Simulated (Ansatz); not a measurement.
# ClH₆NOSi₂ (SMILES N[SiH2]O[SiH2]Cl): what the fields show

Input file:

```
crystal:
  periodic: [false, false, false]
  atoms:
    - {symbol: Cl, position_ang: [1.191625, -0.508221, -0.612645]}
    - {symbol: N, position_ang: [-0.310674, -2.113326, 2.414423]}
    - {symbol: O, position_ang: [-1.583850, -0.295810, 0.628482]}
    - {symbol: Si, position_ang: [-1.679499, -1.766600, 1.442063]}
    - {symbol: Si, position_ang: [-0.367492, 0.668409, 0.099669]}
    - {symbol: H, position_ang: [0.577142, -2.358871, 1.990672]}
    - {symbol: H, position_ang: [-0.185011, -1.689312, 3.325732]}
    - {symbol: H, position_ang: [-1.813305, -2.825704, 0.407909]}
    - {symbol: H, position_ang: [-2.871227, -1.670345, 2.323905]}
    - {symbol: H, position_ang: [-0.854488, 1.506117, -1.022952]}
    - {symbol: H, position_ang: [0.190602, 1.496799, 1.201093]}
basis:
  gaussian:
    orbitals: def2-SVPD
hamiltonian:
  xc: pbe0
output: {forces: true, orbitals: {seedname: orbitals}}
```

Run with:

```sh
ansatz run input.yaml --threads 2 --pin off --max-ram 4350MiB --events-out events.jsonl --progress --plain --runs-dir runs
```

Geometry: PBE0-D3(BJ)/def2-SVP.

Theory: isolated molecule in a Gaussian basis; Kohn-Sham density functional theory, functional PBE0 in Ansatz.

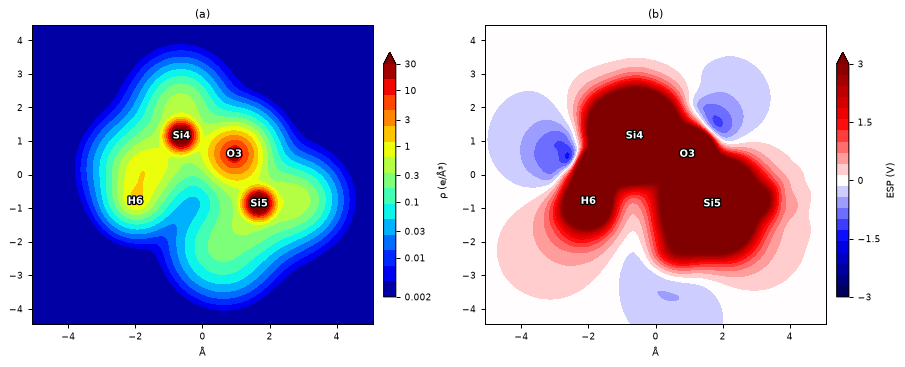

Figure 1. (a) electron density; (b) electrostatic potential on the plane of atoms Si4, O3 and Si5.

**Interpret the plot.**

- The plane passes through O, Si and H nuclei.
- Si–O (1.64 Å): ρ is about 1.1 e/Å³ halfway.
- Si–O (1.68 Å): ρ is about 0.99 e/Å³ halfway.
- Outside the dense part of the molecule the potential is most negative (−1.3 V) near N2, which lies off the plane.

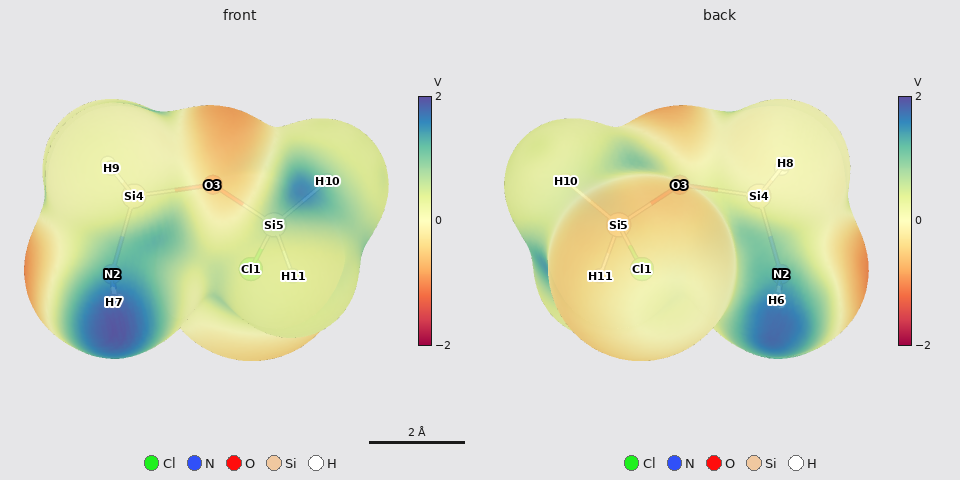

Figure 2. The electrostatic potential painted on the density surface at 0.002 e/bohr³, seen from the front and from behind; the colour scale runs from red (negative) to blue (positive).

**Which sites attract a positive test charge, and which a negative one?**

A positive charge is drawn to the negative regions and a negative charge to the positive ones. The most negative region (about −0.9 V) lies over N2, the most positive (about +1.9 V) over H7.

**What dipole moment does the calculation give?**

Its dipole moment is 1.47 D.

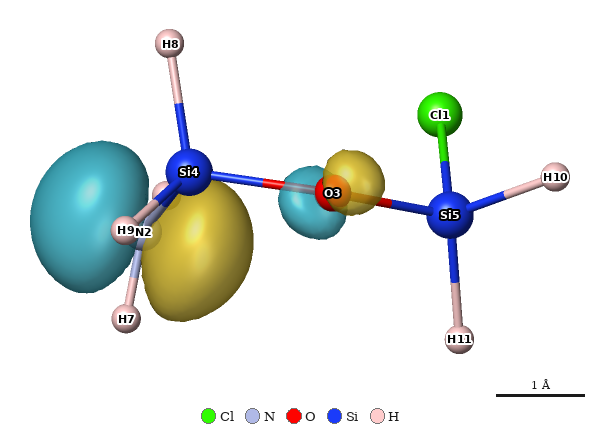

Figure 3. The HOMO at ±0.2 Å⁻³ᐟ² (yellow and cyan are the two phases), seen from one side.

**Describe this orbital and give its energy.**

By Hirshfeld shares it lies mainly on N2 (about 65 %) and O3 (about 5 %); largely a lone pair of N2. Its energy is −7.95 eV.
